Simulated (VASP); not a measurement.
Band structure of PbTe (rock salt). Level of theory: modified Becke-Johnson potential (mBJ), VASP's PBE PAW potentials (set 64) (plane waves; VASP).

mBJ is a potential without an energy functional, so only the levels count. Unless said otherwise, spin-orbit coupling is left out, though it shifts the bands of the heavy elements here.

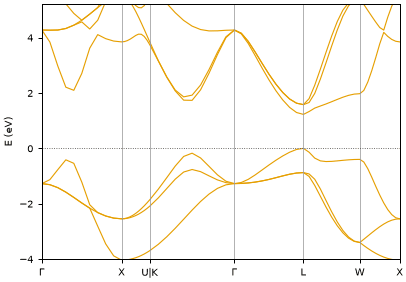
Fig. 1. Bands along high-symmetry lines, zero at the valence-band maximum or, without a gap, the Fermi level

Question: Read the plot: is there a gap, and where are the band edges?

Answer: The gap is direct, 1.23 eV, from the valence maximum at L to the conduction minimum at L.

The compound is PbTe in the rock salt structure. It was relaxed first, which changed the volume by +5 %. The cell's shape comes from a PBE relaxation.
